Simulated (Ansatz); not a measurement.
# Response to strain in Ru

Start from Ru in the hcp (Mg type) structure (space group P6_3/mmc, No. 194; relaxed with 0.1 eV smearing).

```yaml
crystal:
  lattice:
    - [2.67558, 0.00000, 0.00000]
    - [-1.33779, 2.31712, 0.00000]
    - [0.00000, 0.00000, 4.22371]
  atoms:
    - { symbol: Ru, position: [0.66667, 0.33333, 0.75000] }
    - { symbol: Ru, position: [0.33333, 0.66667, 0.25000] }
```

Strains are applied to the cell and any free atomic positions relax.

The values are results of DFT with LDA, PAW potentials and a 420 eV plane-wave cutoff in Ansatz (a quantum-chemistry and plane-wave program), no spin-orbit coupling, not measurements.

Notes on the quantities. energy relative to the base: free energy F.

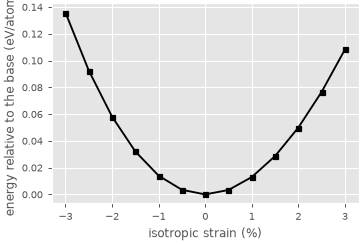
*Energy relative to the base against isotropic strain*

| isotropic strain (%) | energy relative to the base |
|---|---|
| -3 | +136 meV/atom |
| -2.5 | +93 meV/atom |
| -2 | +58 meV/atom |
| -1.5 | +32 meV/atom |
| -1 | +14 meV/atom |
| -0.5 | +3.4 meV/atom |
| 0.5 | +3.3 meV/atom |
| 1 | +13 meV/atom |
| 1.5 | +29 meV/atom |
| 2 | +50 meV/atom |
| 2.5 | +77 meV/atom |
| 3 | +108 meV/atom |

Whether these cells are dynamically stable was not tested. All final runs are without spin polarisation.
